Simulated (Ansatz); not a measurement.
# SnSb4: a trial structure relaxed, part 2 of 2

The task: take a trial cell of SnSb4 to zero force and stress.

Ansatz 0.2.0; DFT PBE, scalar-relativistic, plane waves, PAW. Earlier steps stand in the parts before.

## Step 4: Full relaxation

The end of the coarse run is made exact in the group found at a tolerance of 0.06 Å and reduced to its primitive cell.

input.yaml reads:

```yaml
crystal:
  lattice:
    - [-3.4873657894, 3.4873657894, 3.4873657894]
    - [3.4873657894, -3.4873657894, 3.4873657894]
    - [3.4873657894, 3.4873657894, -3.4873657894]
  atoms:
    - { symbol: Sn, position: [0.0, 0.0, 0.0] }
    - { symbol: Sb, position: [0.0, 0.0, 0.5] }
    - { symbol: Sb, position: [0.5, 0.0, 0.0] }
    - { symbol: Sb, position: [0.0, 0.5, 0.0] }
    - { symbol: Sb, position: [0.5, 0.5, 0.5] }
basis:
  ecutwfc: 420
kpoints:
  mp_grid: { grid: [8, 8, 8] }
hamiltonian:
  xc: pbe
scf:
  occupations: { method: gaussian, width: 0.1 }
output:
  forces: true
  stress: true
  eigenvalues: true
  write_density: true
  write_potential: true
  elf: true
  volumetric_format: npy
relax:
  adjacent_minimum: "off"
  f_tol: 0.01
  max_steps: 80
  cell: { stress_tol: 0.05 }
```

On the command line:

```
> ansatz run input.yaml --threads 1 --pin off --max-ram 2048MiB --backend cpu --events-out ev --progress --plain --runs-dir out
```

The program printed:

```text
Warning: RAYON_NUM_THREADS=1 ignored (pool sized by the plan → 1); use --threads N
Engine: ansatz 0.2.0, aarch64-unknown-linux-gnu
Pseudopotentials: kind: paw
Pseudopotential: Sn, paw, valence charge 14, recommended cutoff 420 eV (normal), Sn.paw.azcp
Pseudopotential: Sb, paw, valence charge 15, recommended cutoff 420 eV (normal), Sb.paw.azcp
Functional definition: PBE
  parameter kappa = 0.804
  parameter beta = 0.06672455060314922
  exchange = pbe_x(kappa = kappa, mu = beta*pi^2/3)
  correlation = pbe_c(beta = beta)
Crystal: 5 atoms, lattice volume = 169.649 Å³
Basis set: ecut = 420 eV, 3319 PW (Γ), exchange–correlation on 90×90×90 points (8 copies of the dense FFT grid, shifted against one another)
Bands: 45, of which v1, the nominal top of the filled ones, is band 37 counted from 1 (36 counted from 0)
Symmetry: 48 space group operations
Space group: Im-3m (ITA 229), of the structure as read, at distance tolerance 5.5e-5 Å
k-points: 29 of 512
Non-local potential: Sn, projectors of the file, l = 0: 2, l = 1: 2, l = 2: 2, l = 3: 2
Non-local potential: Sb, projectors of the file, l = 0: 2, l = 1: 2, l = 2: 2, l = 3: 2
PAW form: soft (Blöchl's): semilocal exchange-correlation on the pseudo side does not see the compensation charge
PAW one-centre angular grid: Sn, 590 points (default); XC on 64 Gauss nodes
PAW one-centre angular grid: Sb, 590 points (default); XC on 64 Gauss nodes
Initial density: superposition of atomic densities (neutral atoms: chi_scale 0, normalization atom), corrected by the library's trained network
Initial wavefunctions: pseudopotential atomic-orbital guess
Functional: x = pbe(κ = 0.804, μ = 0.2195149727645171), c = pbe(β = 0.06672455060314922)
SCF iter   1: F=—  HF=-31960.232963 eV  |F-HF|=—  |Δ(HF+E_count)|=         —  Δρ=1.05e-3  dr2=2.93e-3  ethr=1.77e-3  ⟨swp⟩=8.0  Hψ=5322  notcnv=0
preconditioner: auto → LDOS  [metal: Δε(μ)=0.040 eV  Ē_g=7.299 eV  σ=0.100 eV  W_gap=0.22  n_scr=42 (ndim 8)  ℏωp=14.0 eV  f_vac=0.043  D(μ)=4.91/eV (n_scr^D=42)  β→1.0]
SCF iter   2: F=—  HF=-31960.231522 eV  |F-HF|=—  |Δ(HF+E_count)|=   1.44e-3  Δρ=1.11e-3  dr2=1.31e-3  ethr=3.96e-6  ⟨swp⟩=2.1  Hψ=2619  notcnv=0
SCF iter   3: F=—  HF=-31960.230689 eV  |F-HF|=—  |Δ(HF+E_count)|=   8.33e-4  Δρ=1.85e-4  dr2=8.14e-5  ethr=1.77e-6  ⟨swp⟩=2.0  Hψ=2322  notcnv=0
SCF iter   4: F=—  HF=-31960.230748 eV  |F-HF|=—  |Δ(HF+E_count)|=   5.94e-5  Δρ=1.25e-4  dr2=1.84e-5  ethr=1.10e-7  ⟨swp⟩=2.0  Hψ=2327  notcnv=0
SCF iter   5: F=—  HF=-31960.230738 eV  |F-HF|=—  |Δ(HF+E_count)|=   1.00e-5  Δρ=3.01e-5  dr2=1.41e-6  ethr=2.48e-8  ⟨swp⟩=2.0  Hψ=2323  notcnv=0
SCF iter   6: F=—  HF=-31960.230738 eV  |F-HF|=—  |Δ(HF+E_count)|=   5.05e-7  Δρ=9.57e-6  dr2=1.05e-7  ethr=1.90e-9  ⟨swp⟩=2.0  Hψ=1734  notcnv=0
SCF iter   7: F=-31960.230738 eV  HF=-31960.230738 eV  |F-HF|=8.69e-10  |Δ(HF+E_count)|=   3.83e-8  Δρ=9.90e-7  dr2=1.81e-9  ethr=1.35e-10  ⟨swp⟩=13.3  Hψ=8425  notcnv=0
SCF 1 converged in 7 iterations: F = -31960.230738 eV  dr2 = 1.81e-9
relax step   1: F+E_penalty+E_count = -31960.23073754 eV  Δ(F+E_penalty+E_count) = +0.000e0 eV  max|allowed force component| = 2.335e-29 eV/Å  Δτ_max = 0.0000 Å  P = -0.447 GPa  Ω = 169.649 Å³  (7 SCF iters, dr2 threshold 1.00e-7 eV, accepted)
Crystal: 5 atoms, lattice volume = 167.350 Å³
Initial density: handed on by an earlier stage of this run
Initial wavefunctions: those handed on with the density
iter 1 solved again at ethr=2.86e-7 eV; its pass at ethr=3.10e-3 eV (dr2=2.12e-4 eV) is discarded
SCF iter   1: F=—  HF=-31960.233460 eV  |F-HF|=—  |Δ(HF+E_count)|=         —  Δρ=1.99e-4  dr2=1.74e-4  ethr=2.86e-7  ⟨swp⟩=2.5  Hψ=6614  notcnv=0
preconditioner: auto → LDOS  [metal: Δε(μ)=0.025 eV  Ē_g=7.354 eV  σ=0.100 eV  W_gap=0.14  n_scr=42 (ndim 8)  ℏωp=14.1 eV  f_vac=0.041  D(μ)=4.87/eV (n_scr^D=42)  β→1.0]
SCF iter   2: F=—  HF=-31960.233435 eV  |F-HF|=—  |Δ(HF+E_count)|=   2.50e-5  Δρ=6.28e-5  dr2=1.09e-5  ethr=2.35e-7  ⟨swp⟩=2.0  Hψ=1567  notcnv=0
SCF iter   3: F=—  HF=-31960.233436 eV  |F-HF|=—  |Δ(HF+E_count)|=   1.46e-6  Δρ=1.24e-5  dr2=5.63e-7  ethr=1.48e-8  ⟨swp⟩=2.0  Hψ=1627  notcnv=0
SCF iter   4: F=-31960.233436 eV  HF=-31960.233436 eV  |F-HF|=1.82e-10  |Δ(HF+E_count)|=   4.48e-8  Δρ=3.32e-6  dr2=1.90e-8  ethr=6.75e-10  ⟨swp⟩=11.5  Hψ=9277  notcnv=0
SCF 2 converged in 4 iterations: F = -31960.233436 eV  dr2 = 1.90e-8
relax step   2: F+E_penalty+E_count = -31960.23343602 eV  Δ(F+E_penalty+E_count) = -2.698e-3 eV  max|allowed force component| = 3.560e-29 eV/Å  Δτ_max = 0.0000 Å  P = +0.138 GPa  Ω = 167.350 Å³  energy of the carried Pulay correction = +4.312e-4 eV  (4 SCF iters, dr2 threshold 4.99e-7 eV, accepted)
Crystal: 5 atoms, lattice volume = 167.888 Å³
iter 1 solved again at ethr=4.75e-8 eV; its pass at ethr=3.10e-3 eV (dr2=3.52e-5 eV) is discarded
SCF iter   1: F=—  HF=-31960.233563 eV  |F-HF|=—  |Δ(HF+E_count)|=         —  Δρ=4.77e-5  dr2=9.85e-6  ethr=4.75e-8  ⟨swp⟩=3.0  Hψ=6213  notcnv=0
preconditioner: auto → LDOS  [metal: Δε(μ)=0.030 eV  Ē_g=7.340 eV  σ=0.100 eV  W_gap=0.17  n_scr=42 (ndim 8)  ℏωp=14.0 eV  f_vac=0.043  D(μ)=4.89/eV (n_scr^D=42)  β→1.0]
SCF iter   2: F=—  HF=-31960.233562 eV  |F-HF|=—  |Δ(HF+E_count)|=   1.32e-6  Δρ=1.49e-5  dr2=6.26e-7  ethr=1.33e-8  ⟨swp⟩=2.0  Hψ=1565  notcnv=0
SCF iter   3: F=-31960.233562 eV  HF=-31960.233562 eV  |F-HF|=1.63e-8  |Δ(HF+E_count)|=   8.31e-8  Δρ=3.84e-6  dr2=3.88e-8  ethr=6.48e-11  ⟨swp⟩=11.9  Hψ=8991  notcnv=0
SCF 3 converged in 3 iterations: F = -31960.233562 eV  dr2 = 3.88e-8
relax step   3: F+E_penalty+E_count = -31960.23356210 eV  Δ(F+E_penalty+E_count) = -1.261e-4 eV  max|allowed force component| = 9.351e-29 eV/Å  Δτ_max = 0.0000 Å  P = -0.003 GPa  Ω = 167.888 Å³  energy of the carried Pulay correction = +3.298e-4 eV  (3 SCF iters, dr2 threshold 4.79e-8 eV, accepted)
Initial wavefunctions: pseudopotential atomic-orbital guess (no wavefunctions were taken with the density)
iter 1 solved again at ethr=5.75e-7 eV; its pass at ethr=3.10e-3 eV (dr2=4.26e-4 eV) is discarded
SCF iter   1: F=—  HF=-31960.233194 eV  |F-HF|=—  |Δ(HF+E_count)|=         —  Δρ=9.04e-6  dr2=5.50e-8  ethr=5.75e-7  ⟨swp⟩=3.0  Hψ=8151  notcnv=0
eigensolver tolerance schedule: the retry pair's looser diagonalisation over-reported the residual by 7746.60 of it (diagonalisation noise at an unbounded share of the residual, at the tolerance the schedule requests for it); recorded, not acted on — ethr = c·dr2/N_el stays at c = 1.0e-1
SCF iter   2: F=—  HF=-31960.233233 eV  |F-HF|=—  |Δ(HF+E_count)|=   3.89e-5  Δρ=3.42e-6  dr2=2.61e-8  ethr=7.43e-11  ⟨swp⟩=4.4  Hψ=3678  notcnv=0
SCF iter   3: F=—  HF=-31960.233233 eV  |F-HF|=—  |Δ(HF+E_count)|=   8.79e-9  Δρ=1.15e-6  dr2=3.28e-9  ethr=3.53e-11  ⟨swp⟩=2.9  Hψ=2645  notcnv=0
SCF iter   4: F=—  HF=-31960.233233 eV  |F-HF|=—  |Δ(HF+E_count)|=  2.00e-10  Δρ=6.32e-7  dr2=3.84e-10  ethr=4.43e-12  ⟨swp⟩=2.0  Hψ=1836  notcnv=0
SCF iter   5: F=-31960.233233 eV  HF=-31960.233233 eV  |F-HF|=7.28e-12  |Δ(HF+E_count)|=  2.26e-10  Δρ=1.27e-7  dr2=2.02e-11  ethr=1.00e-12  ⟨swp⟩=6.0  Hψ=6563  notcnv=0
SCF 4 converged in 5 iterations: F = -31960.233233 eV  dr2 = 2.02e-11
relax step   4: F+E_penalty+E_count = -31960.23323298 eV  Δ(F+E_penalty+E_count) = +3.291e-4 eV  max|allowed force component| = 1.429e-28 eV/Å  Δτ_max = 0.0000 Å  P = -0.002 GPa  Ω = 167.888 Å³  stress off target by 1.70e-3 GPa  SCF on the basis re-selected at this cell (its energy is not comparable with the rows above)  (5 SCF iters)
basis re-selected at this cell: Δ(F+E_penalty+E_count) = +3.291e-4 eV, ΔP = +0.001 GPa vs the last step (what re-selecting the basis moved, of the pressure what is left beyond the Pulay correction that the steps carried, after the strain that the cell walked since its last selection, with what the two solves' SCF thresholds leave and, on support functions, any second-order correction that the steps lacked; it is no measure of the basis error at this ecutwfc). This SCF's stress stands 1.70e-3 GPa from its target on what of the cell is left free (relax.cell.stress_tol is 5.00e-2 GPa) and its largest allowed force component is 1.43e-28 eV/Å (relax.f_tol is 1.00e-2 eV/Å): within both
SCF converged after 5 iterations
Free energy (F): -31960.233233 eV
Harris-Foulkes:  -31960.233233 eV  (|F-HF|=7.28e-12)
Internal energy: -31960.208797 eV  (E = F + TS)
E sigma→0 (E₀):  -31960.221015 eV
Entropy (-TS):   -0.024436 eV (-4.887 meV/atom)
Fermi energy:    8.267481 eV
--- Per-component energies (eV) ---
  E_band       = -888.054113
  E_kinetic    = 1009.554601
  E_local      = -8069.218179  (includes V_loc(G=0)·N_el)
  E_nonlocal   = 1413.193450
  E_hartree    = 3781.005311
  E_xc         = -934.162348
  E_vxc        = -477.843408  (∫ρ·V_xc dr)
  E_paw        = -22433.589320  (= ΣΔE_a)
  E_vpaw       = -2325.751162  (= ΣTr[D̂ρ^β])
  E_aug_tail   = -0.000007  (compensation charges beyond the density's cutoff)
  E_ewald      = -6726.992305
  E_smearing   = -0.024436  (= −TS)
  E_closure    = 0.000000  (closes the sum)
  Σ components = -31960.233233   (vs F -31960.233233, Δ=0.00e0)
--- Forces (eV/Å), atoms counted from 1 ---
  atom   1  Sn    -0.00000000     0.00000000     0.00000000
  atom   2  Sb     0.00000000     0.00000000    -0.00000000
  atom   3  Sb     0.00000000    -0.00000000    -0.00000000
  atom   4  Sb     0.00000000    -0.00000000     0.00000000
  atom   5  Sb     0.00000000    -0.00000000     0.00000000
  max |Σ_I F_I| component: 6.32e-28 eV/Å
--- Stress (GPa, compression-positive) ---
       -0.001700      -0.000000      -0.000000
       -0.000000      -0.001700       0.000000
        0.000000       0.000000      -0.001700
  P = ⅓ Tr σ = -0.0017 GPa (-0.017 kbar)
--- Band table (eV; the first three rows and the last of 29) ---
  k-point 0: bands = ["-20.8972", "-20.8863", "-20.8863", "-20.8759", "-20.8759", "-20.8759", "-20.8583", "-20.8583", "-20.8583", "-20.8395", "-20.8395", "-20.8374", "-20.8374", "-20.8374", "-20.8153", "-20.8153", "-20.8153", "-20.7951", "-20.7951", "-20.7951", "-13.4266", "-13.4266", "-13.4266", "-13.3917", "-13.3917", "-3.5410", "0.1797", "0.1797", "0.1797", "3.0862", "3.4779", "3.4779", "3.4779", "5.5320", "5.5320", "5.5320", "9.5551", "9.5551", "9.5551", "10.6779", "10.6779", "11.4310", "12.4527", "12.4527", "13.4742"]
  k-point 1: bands = ["-20.8961", "-20.8852", "-20.8837", "-20.8765", "-20.8757", "-20.8755", "-20.8593", "-20.8573", "-20.8573", "-20.8385", "-20.8385", "-20.8384", "-20.8375", "-20.8374", "-20.8162", "-20.8153", "-20.8153", "-20.7977", "-20.7963", "-20.7963", "-13.4272", "-13.4269", "-13.4267", "-13.3918", "-13.3918", "-3.4586", "-0.0552", "0.0695", "0.1394", "2.4717", "3.5042", "3.7762", "4.4397", "5.5632", "5.5639", "5.7449", "9.1371", "9.1689", "9.6327", "10.8958", "10.9753", "11.0863", "12.0239", "12.2571", "13.7514"]
  k-point 2: bands = ["-20.8933", "-20.8821", "-20.8783", "-20.8765", "-20.8753", "-20.8744", "-20.8623", "-20.8546", "-20.8545", "-20.8416", "-20.8379", "-20.8377", "-20.8358", "-20.8356", "-20.8187", "-20.8152", "-20.8152", "-20.8046", "-20.7994", "-20.7993", "-13.4287", "-13.4278", "-13.4269", "-13.3922", "-13.3922", "-3.2165", "-0.6521", "-0.1539", "0.0478", "2.0772", "3.5639", "4.5555", "5.5293", "5.6911", "5.9049", "6.3482", "8.2950", "8.4444", "9.7547", "10.1667", "10.9812", "11.4896", "11.8133", "11.8553", "12.7416"]
  k-point 28: bands = ["-20.8848", "-20.8848", "-20.8848", "-20.8824", "-20.8824", "-20.8824", "-20.8621", "-20.8506", "-20.8506", "-20.8506", "-20.8271", "-20.8271", "-20.8264", "-20.8264", "-20.8264", "-20.8176", "-20.8176", "-20.8176", "-20.7919", "-20.7919", "-13.4314", "-13.4314", "-13.4314", "-13.3938", "-13.3938", "-1.5192", "-1.5192", "-1.5192", "-0.7848", "1.6242", "4.1470", "4.1470", "6.3716", "6.3716", "6.3716", "9.2751", "9.2751", "9.2751", "9.8873", "10.7567", "10.7567", "10.7567", "11.3472", "11.3472", "11.3472"]
--- Relaxed structure (3 steps of the walk, 3 accepted, 1 SCFs on fresh bases) ---
  F+E_penalty+E_count = -31960.23323298 eV   max|allowed force component| = 1.429e-28 eV/Å   (the final SCF, on the basis selected at the relaxed cell)
  cell:  # Å, volume = 167.8881 Å³
    - [-3.475254397936158, 3.475254397936158, 3.475254397936158]
    - [3.475254397936158, -3.475254397936158, 3.475254397936158]
    - [3.475254397936158, 3.475254397936158, -3.475254397936158]
  atoms:
    - { symbol: Sn, position: [-4.242616477784426e-37, -3.703300823925953e-36, -3.868690957810336e-36] }
    - { symbol: Sb, position: [0.0, 0.0, 0.49999999999999994] }
    - { symbol: Sb, position: [0.49999999999999994, 0.0, 0.0] }
    - { symbol: Sb, position: [0.0, 0.49999999999999994, 0.0] }
    - { symbol: Sb, position: [0.49999999999999994, 0.49999999999999994, 0.49999999999999994] }
```

Wall time 93 s (1 thread of Arm Neoverse N1, shared host); peak memory 0.53 GiB.

The steps of the relaxation:

| step | E - E(step 1) (eV/cell) | largest force component (eV/Å) | pressure (GPa) | volume (Å³) |
| --- | --- | --- | --- | --- |
| 1 | 0.0000 | 0.0000 | -0.45 | 169.65 |
| 2 | -0.0027 | 0.0000 | 0.14 | 167.35 |
| 3 | -0.0028 | 0.0000 | 0.00 | 167.89 |
| 4 | -0.0025 | 0.0000 | 0.00 | 167.89 |

Step 1 is the start. Step 4 repeats the geometry before it on a plane-wave basis chosen anew for that cell, so its energy need not be comparable with the rows above.

Lengths and angles in the start's conventional setting:

|  | before | after | change |
| --- | --- | --- | --- |
| a (Å) | 6.975 | 6.951 | -0.3 % |
| b (Å) | 6.975 | 6.951 | -0.3 % |
| c (Å) | 6.975 | 6.951 | -0.3 % |
| volume (Å³/atom) | 33.93 | 33.58 | -1.0 % |
| shortest distance (Å) | 3.020 | 3.010 | -0.3 % |
| space group (0.01 Å) | Im-3m | Im-3m | same |

Forces and stress were held to the start's 48 operations: a distortion of lower symmetry was not tested.

Axes a, b and c in the maps are those of this run's conventional cell (a, b, c = 6.951, 6.951, 6.951 Å).

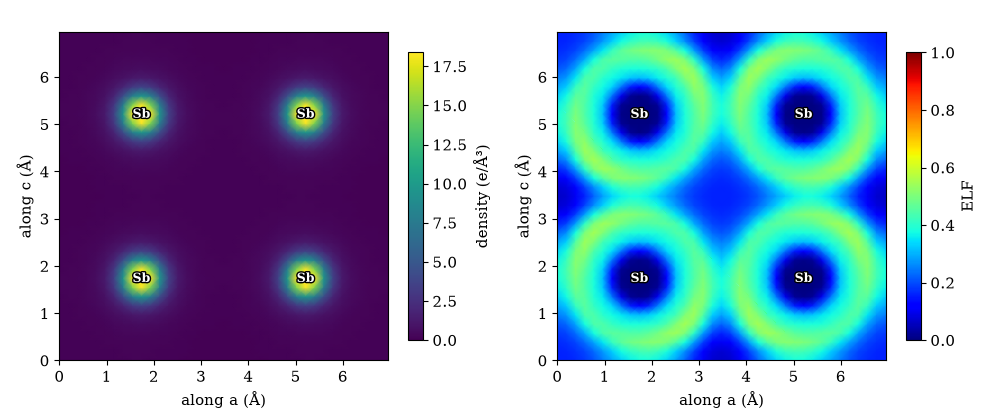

Density (left) and ELF (right) in a lattice plane of the grid's cell (edges 6.95 and 6.95 Å, at 0.250 of the third edge), which holds Sb. Only atoms in the plane are labelled; the density scale stops at 18.39 e/Å³. Both are smooth fields of the valence electrons: close to the nuclei they are not physical.

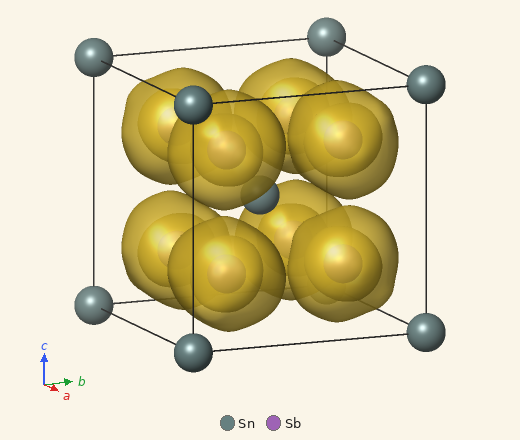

Surface of ELF = 0.40, drawn in one cell.

The highest ELF values outside the cores: 0.55 beside Sb, off the lines to its neighbours, 1.4 Å from Sb; 0.45 on the Sb–Sn line, 1.3 Å from Sb.

## Step 5: Summary of results

This closing draws on all 2 parts. Changes of volume or cell count from the first structure of part 1.

| quantity | value |
| --- | --- |
| symmetry at the end (tolerance 0.05 Å) | space group Im-3m (No. 229) |
| conventional cell | a = 6.951 Å, b = 6.951 Å, c = 6.951 Å, α = 90.00°, β = 90.00°, γ = 90.00° |
| volume | 33.58 Å³/atom |
| energy over the elements, grey Sn | +0.39 eV/atom |
| gap on the mesh | none (metal) |

What this shows: The space group Im-3m (No. 229) is kept, and the volume per atom grows by 12.2 % from the first guess. With a positive formation energy it can't be a ground state. No finished test with a distortion of lower symmetry is shown, so the end may be a saddle point. Spin-orbit coupling is left out for Sb.
